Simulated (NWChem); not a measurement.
# InHCl2O (SMILES [OH][In]([Cl])[Cl]): levels of theory compared

We compute a comparison of 3 runs (HF/STO-3G, HF/3-21G, PBE0/def2-TZVP) of InHCl2O. 

The calculation is run with NWChem 7.3.0.

### 1 The system as given

The species is InHCl2O (5 atoms), meant as a singlet with charge 0. As SMILES, `[OH][In]([Cl])[Cl]`. Geometry: relaxed at PBE0-D4/def2-TZVP.

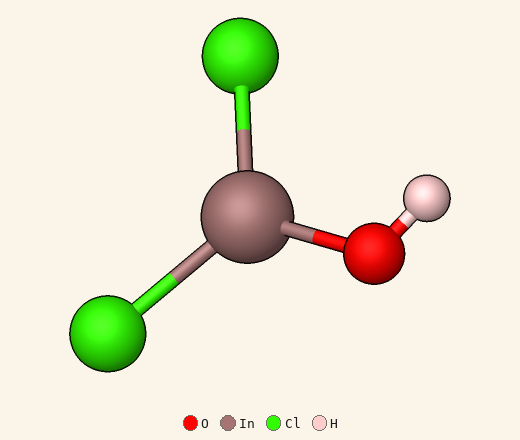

Viewed from a chosen angle; oxygen red, indium brown, chlorine green, hydrogen pink.

### 2 Energy and gradient at HF/STO-3G (run 1)

run.py

```python
from ase import Atoms
from ase.calculators.nwchem import NWChem

atoms = Atoms(['O', 'In', 'Cl', 'Cl', 'H'], positions=[
    [-0.347800, 1.510200, -0.137200],
    [-0.087900, -0.432900, -0.100800],
    [1.722600, -1.320600, 1.019900],
    [-1.580600, -1.801600, -1.170600],
    [0.343600, 1.971200, 0.347200],
])

calc = NWChem(
    label='test',
    theory='scf',
    memory='2200 mb',
    basis='STO-3G',
    basispar='spherical bse',
    scf={'nopen': '0', 'rhf': None, 'thresh': '1e-08', 'maxiter': '80'},
)
atoms.calc = calc

forces = atoms.get_forces()
e = atoms.get_potential_energy()
print(f"E = {e:.6f} eV")
print("forces (eV/A):")
for s, f in zip(atoms.symbols, forces):
    print(f"{s:2s} {f[0]:10.5f} {f[1]:10.5f} {f[2]:10.5f}")
print("dipole (e A):", atoms.get_dipole_moment().round(4))
```

Run with:

```
$ export ASE_NWCHEM_COMMAND="nwchem PREFIX.nwi > PREFIX.nwo"
$ python run.py
```

The log of the run:

```text
E = -181408.808062 eV
forces (eV/A):
O    -1.13802   -2.34865   -0.90585
In    0.02515    1.26683    0.10166
Cl   -0.50759    0.17489   -0.31882
Cl    0.35312    0.26791    0.24955
H     1.26740    0.63902    0.87346
dipole (e A): [0.0922 0.4819 0.0945]
```

The calculator wrote test.nwi:

```
title "test"

permanent_dir test

scratch_dir test

start test

geometry units angstrom nocenter noautosym noautoz
  O  -3.4780000000000000e-01 1.5102000000000000e+00 -1.3719999999999999e-01
  In -8.7900000000000006e-02 -4.3290000000000001e-01 -1.0080000000000000e-01
  Cl 1.7225999999999999e+00 -1.3206000000000000e+00 1.0199000000000000e+00
  Cl -1.5806000000000000e+00 -1.8016000000000001e+00 -1.1706000000000001e+00
  H  3.4360000000000002e-01 1.9712000000000001e+00 3.4720000000000001e-01
end

memory 2200 mb

basis spherical bse noprint
   * library STO-3G
end

scf
  nopen 0
  rhf
  thresh 1e-08
  maxiter 80
end

task scf gradient
```

test.nwo:

```text
Northwest Computational Chemistry Package (NWChem) 7.3.0
             --------------------------------------------------------

           Job information
           ---------------

    nwchem branch   = 7.3.0
    use scalapack   = T
    input           = test.nwi
    prefix          = test.
    data base       = test/test.db
    status          = startup
    nproc           =        1

           Memory information
           ------------------

    heap     =     72089594 doubles =      550.0 Mbytes
    stack    =     72089599 doubles =      550.0 Mbytes
    global   =    144179200 doubles =     1100.0 Mbytes (distinct from heap & stack)
    total    =    288358393 doubles =     2200.0 Mbytes
    verify   = yes
    hardfail = no

           Directory information
           ---------------------

  0 permanent = test
  0 scratch   = test

                                NWChem Input Module
                                -------------------

                                       test
                                       ----

[... 115 lines left out ...]
 Convergence threshold     :          1.000E-08
[... 12 lines left out ...]
       Final RHF  results
[... 3 lines left out ...]
      One-electron energy = -10402.203347387011
[... 1 line left out ...]
 Nuclear repulsion energy =    585.989193539479
[... 59 lines left out ...]
                       ROHF Final Molecular Orbital Analysis
[... 208 lines left out ...]
     1   1 0 0      0.174303      0.000000     -8.186104
[... 8 lines of this table left out ...]
     2   0 0 2    -37.886797      0.000000    149.083065

                              NWChem Gradients Module
                              -----------------------

                                       test

  wavefunction    =   RHF

                         RHF ENERGY GRADIENTS

    atom               coordinates                        gradient
                 x          y          z           x          y          z
   1 O      -0.657247   2.853864  -0.259270    0.022131   0.045674   0.017616
   2 In     -0.166107  -0.818062  -0.190484   -0.000489  -0.024636  -0.001977
   3 Cl      3.255242  -2.495572   1.927332    0.009871  -0.003401   0.006200
   4 Cl     -2.986901  -3.404530  -2.212113   -0.006867  -0.005210  -0.004853
   5 H       0.649310   3.725028   0.656113   -0.024647  -0.012427  -0.016986

                 ----------------------------------------
                 |  Time  |  1-e(secs)   |  2-e(secs)   |
                 ----------------------------------------
                 |  CPU   |       0.00   |       1.29   |
                 ----------------------------------------
                 |  WALL  |       0.00   |       1.29   |
                 ----------------------------------------

 Task  times  cpu:        4.8s     wall:        4.8s
 Total times  cpu:        4.8s     wall:        4.8s
```

It took 5.7 s on 1 thread of AMD EPYC 9R45 (Zen 5), shared host; peak memory 0.099 GiB.

### 3 Energy and gradient at HF/3-21G (run 2)

mymol.xyz

```xyz
5
Cl2HInO
O     -0.347800     1.510200    -0.137200
In    -0.087900    -0.432900    -0.100800
Cl     1.722600    -1.320600     1.019900
Cl    -1.580600    -1.801600    -1.170600
H      0.343600     1.971200     0.347200
```

mymol.nw

```
start mymol
title "Cl2HInO"
memory total 2200 mb
geometry units angstroms noautosym nocenter noautoz
  load mymol.xyz
end
basis spherical bse
  * library 3-21G
end
scf
  thresh 1e-08
  maxiter 80
  print low
end
task scf gradient
```

Run with:

```
$ nwchem mymol.nw > mymol.out
```

The log of the run:

```text
[...]
  functions       =    68
[...]
  wavefunction    = RHF
[...]
         Total SCF energy =  -6704.507038253239
      One-electron energy = -10429.589444722700
      Two-electron energy =   3139.093212929981
 Nuclear repulsion energy =    585.989193539480
        Time for solution =      4.0s
[...]
                         RHF ENERGY GRADIENTS
    atom               coordinates                        gradient
                 x          y          z           x          y          z
   1 O      -0.657247   2.853864  -0.259270   -0.005394   0.020853  -0.002110
   2 In     -0.166107  -0.818062  -0.190484    0.008754  -0.035801   0.003275
   3 Cl      3.255242  -2.495572   1.927332   -0.022646   0.010783  -0.014050
   4 Cl     -2.986901  -3.404530  -2.212113    0.020280   0.018931   0.014549
   5 H       0.649310   3.725028   0.656113   -0.000994  -0.014767  -0.001664
 Task  times  cpu:        5.6s     wall:        5.6s
 Total times  cpu:        5.6s     wall:        5.6s
```

It took 6.3 s on 1 thread of AMD EPYC 9R45 (Zen 5), shared host; peak memory 0.1 GiB.

### 4 Energy and gradient at PBE0/def2-TZVP (core potential) (run 3)

job.nw

```
START job
memory 2200 mb

GEOMETRY units au noautosym nocenter noautoz
  O  -0.65724675  2.85386439 -0.25927042
  In -0.16610693 -0.81806244 -0.19048439
  Cl  3.25524222 -2.49557232  1.92733167
  Cl -2.98690111 -3.40453059 -2.21211340
  H   0.64930990  3.72502814  0.65611291
END

BASIS spherical bse
  O library def2-TZVP
  In library def2-TZVP
  Cl library def2-TZVP
  H library def2-TZVP
END

ECP bse
  In library def2-TZVP
END

DFT
  xc pbe0
  grid fine
  convergence energy 1e-08
  maxiter 100
  mulliken
END

TASK dft gradient
```

Run with:

```
$ nwchem job.nw > job.out
```

The log of the run:

```text
[...]
          Wavefunction type:  closed shell.
          No. of atoms     :     5
          No. of electrons :    64
[...]
          Charge           :     0
          Spin multiplicity:     1
[...]
          AO basis - number of functions:   161
[...]
              XC Information
              --------------
                         PBE0 Method XC Functional
                     Hartree-Fock (Exact) Exchange  0.250
          PerdewBurkeErnzerhof Exchange Functional  0.750
            Perdew 1991 LDA Correlation Functional  1.000 local
           PerdewBurkeErnz. Correlation Functional  1.000 non-local
[...]
 d= 0,ls=0.0,diis     1  -1186.0512401786 -1.49D+03  1.40D-02  1.45D+00     4.6
[...]
 d= 0,ls=0.0,diis    11  -1186.1607665031 -8.62D-10  1.64D-07  8.39D-10    39.1
         Total DFT energy =    -1186.160766503053
      One electron energy =    -2309.647010192511
           Coulomb energy =      905.019221912657
    Exchange-Corr. energy =      -81.937483141710
 Nuclear repulsion energy =      300.404504918511
[...]
      Total Density - Mulliken Population Analysis
     ---------------------------------------------
    Atom       Charge   Shell Charges
 -----------   ------   -------------------------------------------------------
    1 O    8     8.62   0.79  1.18  0.59  0.94  0.33  1.86  1.92  1.00  0.00  0.02  0.00
    2 In  21    20.02   0.39 -0.83  1.59  0.83  0.77  0.10 -0.41  6.40  0.59  0.21  0.06  8.87  1.16  0.19  0.01  0.09
    3 Cl  17    17.35   2.01  0.43  1.52  1.13  0.86  4.19  1.67  1.11  2.84  1.56  0.00  0.02  0.00
    4 Cl  17    17.34   2.01  0.43  1.52  1.13  0.86  4.19  1.67  1.10  2.85  1.55  0.00  0.02  0.00
    5 H    1     0.68   0.26  0.34  0.03  0.05
[...]
  wavefunction    = closed shell
                         DFT ENERGY GRADIENTS
    atom               coordinates                        gradient
                 x          y          z           x          y          z
   1 O      -0.657247   2.853864  -0.259270   -0.000030  -0.000211  -0.000051
   2 In     -0.166107  -0.818062  -0.190484   -0.000033  -0.000168  -0.000008
   3 Cl      3.255242  -2.495572   1.927332   -0.000256   0.000107  -0.000169
   4 Cl     -2.986901  -3.404531  -2.212113    0.000234   0.000162   0.000158
   5 H       0.649310   3.725028   0.656113    0.000085   0.000110   0.000070
[...]
```

Run time: 57 s. Hardware: 1 thread of AMD EPYC 9R45 (Zen 5), shared host; peak memory 0.15 GiB.

### 5 The series

| run | level | iteration cap | module | energy (Eh) | dipole moment (D) | HOMO energy (eV) | LUMO energy (eV) | wall time |
| --- | --- | --- | --- | --- | --- | --- | --- | --- |
| 1 | HF/STO-3G | 80 | scf | -6666.650787 | 2.40 | -9.39 | 5.03 | 5.7 s |
| 2 | HF/3-21G | 80 | scf | -6704.507038 | – | – | – | 6.3 s |
| 3 | PBE0/def2-TZVP (core potential) | 100 | dft | -1186.160767 | 1.41 | -9.24 | -2.56 | 57 s |

### 6 What came out

| quantity | value |
| --- | --- |
| run 3: total energy | -1186.16077 Eh |
| run 3: dipole moment | 1.41 D |
| run 3: HOMO energy | -9.24 eV |
| run 3: LUMO energy | -2.56 eV |
| run 3: HOMO–LUMO gap | 6.68 eV |
| run 3: largest force on an atom | 0.017 eV/Å |

In words: Some runs of one species differ in core potentials or relativity; totals across that change don't compare. In run 1 the basis is minimal, so the values are rough. In runs 1, 2 relativity is left out where basis or elements ask for it. All runs together took 69 s, the longest 57 s.
